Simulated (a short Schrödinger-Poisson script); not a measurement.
Structure: symmetric double-gate stack, SiO2 on p-type Ge(111), at 77 K.

```csv
layer,material,thickness (nm),Na (cm⁻³)
1,SiO2,0.9,-
2,Ge,20,2e18
3,SiO2,0.9,-
```

Constants are typed, rounded textbook-type inputs, not results; the design itself was drawn at random and stands for no fabricated device. SiO2: permittivity 3.9, conduction-band edge (eV) 3.1, gap (eV) 9, electron mass (mₑ) 0.5. Ge: permittivity 16, conduction-band edge (eV) 0, gap (eV) 0.664, Nv at 300 K (cm⁻³) 6e18.

Channel valleys (confinement mass, in-plane density-of-states mass, number): L1 1.59, 0.08, 1; L3 0.09, 0.34, 3. At the gates, both at one voltage, the conduction-band edge of layer 1 lies 3.23 eV − eVg above the Fermi level of the channel. Gaps are held at their typed values at every temperature. Mesh 0.03 nm at interfaces.

From a short Schrödinger-Poisson script (our own, NumPy): 1D Poisson equation in equilibrium, electrons quantum, Hartree (BenDaniel-Duke, 12 states a valley, the channel's in-plane mass for all, wave functions free to enter the dielectric), parabolic valleys, classical holes, full ionisation, no traps, pinning or gate leakage.

Only gate voltages with over 1e8 electrons/cm² are shown.

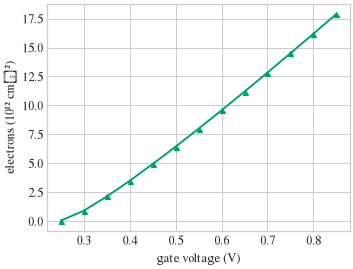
Figure: Sheet density against gate voltage

| Vg (V) | electrons (cm⁻²) | C (μF/cm²) | L1 E0 (meV) | L1 E1 (meV) | L3 E0 (meV) | L3 E1 (meV) |
|---|---|---|---|---|---|---|
| 0.25 | 5.01e10 | 1.00 | 14.2 | 14.2 | 61.4 | 70.5 |
| 0.3 | 9.07e11 | 3.67 | -12.1 | -12.1 | 36.9 | 45.7 |
| 0.35 | 2.14e12 | 4.17 | -28.4 | -28.4 | 23.8 | 32.1 |
| 0.4 | 3.49e12 | 4.52 | -41.4 | -41.4 | 15.8 | 23.2 |
| 0.45 | 4.94e12 | 4.74 | -52.4 | -52.4 | 10.7 | 17.0 |
| 0.5 | 6.44e12 | 4.90 | -62.3 | -62.3 | 7.1 | 12.4 |
| 0.55 | 7.99e12 | 5.02 | -71.4 | -71.4 | 4.1 | 8.6 |
| 0.6 | 9.58e12 | 5.13 | -79.9 | -79.9 | 1.7 | 5.5 |
| 0.65 | 1.12e13 | 5.22 | -87.9 | -87.9 | -0.4 | 2.7 |
| 0.7 | 1.28e13 | 5.30 | -95.5 | -95.5 | -2.4 | 0.3 |
| 0.75 | 1.45e13 | 5.38 | -102.8 | -102.8 | -4.2 | -1.9 |
| 0.8 | 1.62e13 | 5.44 | -109.9 | -109.9 | -5.9 | -4.0 |
| 0.85 | 1.79e13 | 5.50 | -116.7 | -116.7 | -7.6 | -5.9 |

Subbands count from the Fermi level. The capacitance is that of both gates.

Only the L valleys are kept; under strong confinement the Δ valleys of Ge fill too.
